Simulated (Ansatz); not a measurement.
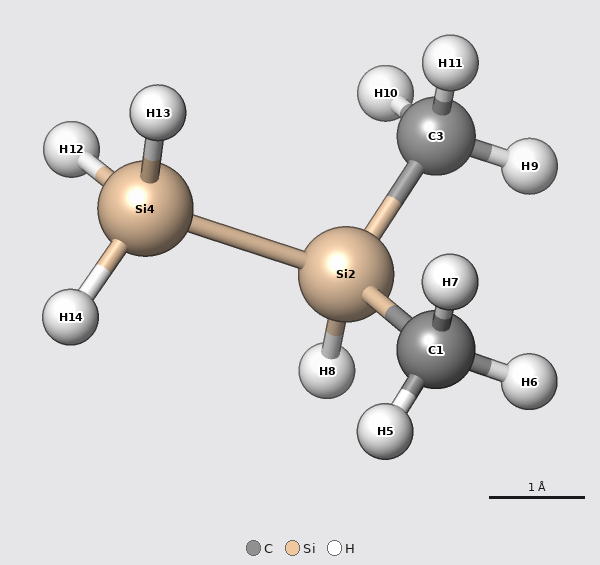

The input geometry of run 1 (ball-and-stick view, seen at an oblique angle; atoms are numbered from 1 in the order of the input). Bond lengths as drawn: C–H 1.09 Å, C–Si 1.88 Å, H–Si 1.49 Å and Si–Si 2.34 Å.

**C₂H₁₀Si₂: a changed input and its effect**

System: C₂H₁₀Si₂.
Method of run 1: RKS PBE-D4/def2-TZVPP (Ansatz 0.2.0).

The geometry comes from this level: PBE0-D4/def2-TZVP. Text and figures count atoms from 1; the logs count them from 0 in places.

**Input file, run 1**
```yaml
crystal:
  periodic: [false, false, false]
  atoms:
    - {symbol: C, position_ang: [-0.723809, 1.147271, -1.276891]}
    - {symbol: Si, position_ang: [-0.396293, 0.230354, 0.327933]}
    - {symbol: C, position_ang: [1.143608, 0.892479, 1.172775]}
    - {symbol: Si, position_ang: [-0.166079, -2.064795, -0.087114]}
    - {symbol: H, position_ang: [-1.632128, 0.783076, -1.761936]}
    - {symbol: H, position_ang: [-0.845546, 2.217579, -1.090609]}
    - {symbol: H, position_ang: [0.106865, 1.018131, -1.975211]}
    - {symbol: H, position_ang: [-1.566097, 0.412761, 1.238859]}
    - {symbol: H, position_ang: [1.038825, 1.960453, 1.381456]}
    - {symbol: H, position_ang: [1.326498, 0.379410, 2.119484]}
    - {symbol: H, position_ang: [2.023906, 0.756687, 0.539554]}
    - {symbol: H, position_ang: [0.084116, -2.820758, 1.172210]}
    - {symbol: H, position_ang: [0.982723, -2.316900, -1.004222]}
    - {symbol: H, position_ang: [-1.389290, -2.624948, -0.727386]}
basis:
  gaussian: {orbitals: def2-TZVPP}
hamiltonian: {xc: pbe, dispersion: d4}
output: {forces: true, orbitals: {seedname: orbitals}}
```

Launched with:
```bash
ansatz run in.yaml --threads 4 --pin off --events-out ev --progress --plain --max-ram 10444MiB
```

Hardware: 4 threads of INTEL XEON PLATINUM @ 2.30GHz, 23 GiB of memory available, shared host.

**Output (run 1)**
```
Functional definition: PBE
  parameter kappa = 0.804
  parameter beta = 0.06672455060314922
  exchange = pbe_x(kappa = kappa, mu = beta*pi^2/3)
  correlation = pbe_c(beta = beta)
1526 factors; their error is unknown
mean field evaluation 1: about -17966.6471 eV, gradient 8.3e1 eV
mean field evaluation 2: about -17943.1465 eV, gradient 1.1e2 eV
mean field evaluation 4: about -17982.4304 eV, gradient 7.2e0 eV
mean field evaluation 8: about -17982.5772 eV, gradient 1.3e-1 eV
mean field evaluation 16: about -17982.5309 eV, gradient 4.8e-4 eV
mean field -17982.53085066 eV, -660.8458197645 hartree, gradient 3.8e-5 eV, S^2 0.000000; 0 other end points of the search recorded, 0 dependent functions left out
the calculation of the forces begins
reference -17982.53090243 eV, -660.8458216670 hartree; 25, 25 occupied and 261, 261 virtual orbitals, 1526 factors
Total energy: -17982.82308089 eV, -660.8565590275 hartree
Atom 0 at    -0.723809     1.147271    -1.276891 Å, force     0.000248    -0.019057     0.022143 eV/Å
Atom 1 at    -0.396293     0.230354     0.327933 Å, force    -0.014973    -0.101747     0.000808 eV/Å
Atom 2 at     1.143608     0.892479     1.172775 Å, force    -0.023039    -0.015957    -0.008533 eV/Å
Atom 3 at    -0.166079    -2.064795    -0.087114 Å, force    -0.014680     0.094968     0.021127 eV/Å
Atom 4 at    -1.632128     0.783076    -1.761936 Å, force    -0.168972    -0.063342    -0.097158 eV/Å
Atom 5 at    -0.845546     2.217579    -1.090609 Å, force    -0.024899     0.205322     0.031072 eV/Å
Atom 6 at     0.106865     1.018131    -1.975211 Å, force     0.152392    -0.022070    -0.134937 eV/Å
Atom 7 at    -1.566097     0.412761     1.238859 Å, force    -0.118713     0.014070     0.092151 eV/Å
Atom 8 at     1.038825     1.960453     1.381456 Å, force    -0.015929     0.204044     0.042389 eV/Å
Atom 9 at     1.326498     0.379410     2.119484 Å, force     0.041149    -0.092209     0.178263 eV/Å
Atom 10 at     2.023906     0.756687     0.539554 Å, force     0.168371    -0.024195    -0.114338 eV/Å
Atom 11 at     0.084116    -2.820758     1.172210 Å, force     0.024978    -0.083304     0.120343 eV/Å
Atom 12 at     0.982723    -2.316900    -1.004222 Å, force     0.111414    -0.032386    -0.089183 eV/Å
Atom 13 at    -1.389290    -2.624948    -0.727386 Å, force    -0.117346    -0.064137    -0.064146 eV/Å
Dipole moment:     0.084450     0.232760    -0.040047 e Å
```

The input of run 2 differs as follows (lines with − go, lines with + come):
```diff
-hamiltonian: {xc: pbe, dispersion: d4}
+hamiltonian: {xc: r2scan, dispersion: d4}
```

How does run 2 compare with run 1?

The total energies belong to different models, so their difference says nothing on which is more stable or more accurate. The largest force goes from 0.209 to 0.038 eV/Å. The HOMO goes from −6.62 to −6.87 eV. The LUMO goes from −0.41 to −0.07 eV.

**Output (run 2)**
```
Functional definition: r2SCAN
  parameter k0 = 0.174
  parameter k1 = 0.065
  parameter a1 = 4.9479
  exchange = r2scan_x(k0 = k0, k1 = k1, a1 = a1)
  correlation = r2scan_c
1526 factors; their error is unknown
mean field evaluation 1: about -17978.6585 eV, gradient 7.5e1 eV
mean field evaluation 2: about -17967.6247 eV, gradient 9.2e1 eV
mean field evaluation 4: about -17991.3284 eV, gradient 4.1e0 eV
mean field evaluation 8: about -17991.3770 eV, gradient 8.4e-2 eV
mean field evaluation 16: about -17991.3291 eV, gradient 2.7e-4 eV
mean field -17991.32909428 eV, -661.1691492540 hartree, gradient 8.1e-5 eV, S^2 0.000000; 0 other end points of the search recorded, 0 dependent functions left out
the calculation of the forces begins
reference -17991.32910964 eV, -661.1691498185 hartree; 25, 25 occupied and 261, 261 virtual orbitals, 1526 factors
Total energy: -17991.40420438 eV, -661.1719094992 hartree
Atom 0 at    -0.723809     1.147271    -1.276891 Å, force    -0.003842     0.002942    -0.004994 eV/Å
Atom 1 at    -0.396293     0.230354     0.327933 Å, force    -0.027153    -0.019330     0.018689 eV/Å
Atom 2 at     1.143608     0.892479     1.172775 Å, force     0.004000     0.001792     0.005298 eV/Å
Atom 3 at    -0.166079    -2.064795    -0.087114 Å, force    -0.001432    -0.018181    -0.000834 eV/Å
Atom 4 at    -1.632128     0.783076    -1.761936 Å, force     0.020639     0.018977    -0.003070 eV/Å
Atom 5 at    -0.845546     2.217579    -1.090609 Å, force    -0.000280    -0.013506    -0.015538 eV/Å
Atom 6 at     0.106865     1.018131    -1.975211 Å, force    -0.020906     0.010335     0.003072 eV/Å
Atom 7 at    -1.566097     0.412761     1.238859 Å, force     0.011792     0.001280    -0.008666 eV/Å
Atom 8 at     1.038825     1.960453     1.381456 Å, force     0.013592    -0.015442     0.002133 eV/Å
Atom 9 at     1.326498     0.379410     2.119484 Å, force     0.010446     0.020197    -0.016748 eV/Å
Atom 10 at     2.023906     0.756687     0.539554 Å, force    -0.007355     0.008506     0.020439 eV/Å
Atom 11 at     0.084116    -2.820758     1.172210 Å, force    -0.004050     0.004676    -0.025361 eV/Å
Atom 12 at     0.982723    -2.316900    -1.004222 Å, force    -0.019685    -0.003447     0.015534 eV/Å
Atom 13 at    -1.389290    -2.624948    -0.727386 Å, force     0.024235     0.001203     0.010045 eV/Å
Dipole moment:     0.085622     0.231269    -0.041090 e Å
```

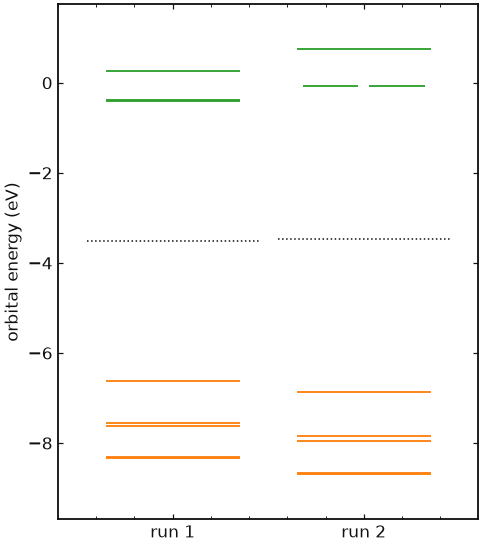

The five highest filled and three lowest empty orbital energies of the two runs; the dotted lines part filled from empty levels. The HOMO–LUMO gap is 6.21 eV in run 1 and 6.80 eV in run 2.

**The two runs side by side**

| quantity | run 1 | run 2 |
| --- | --- | --- |
| outcome | converged | converged |
| total energy (hartree) | −660.856559 | −661.171909 |
| HOMO (eV) | −6.62 | −6.87 |
| LUMO (eV) | −0.41 | −0.07 |
| dipole moment (D) | 1.20 | 1.20 |
| largest force (eV/Å) | 0.209 | 0.038 |
| basis functions | 286 | 286 |
| wall time (shared host) | 1.6 s | 2.5 s |
